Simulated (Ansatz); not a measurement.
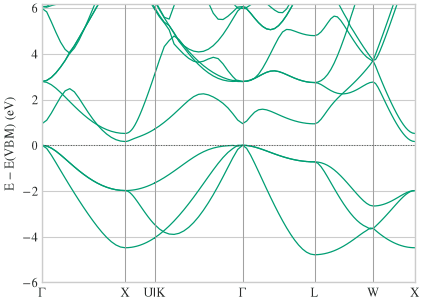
Figure: Band structure from PBE in the plane-wave PAW code Ansatz

Task: Read off the gap and where the band edges lie.

Result: About 0.2 eV (0.16 eV by a search for the band edges); maximum at Γ, minimum at X.

The material is Mg2Ge (anti-fluorite, Fm-3m).

The cell was relaxed with PBE under the symmetry of its start. Spin–orbit coupling is left out wherever it is not named.

Potentials: the later of the program's two PAW sets.
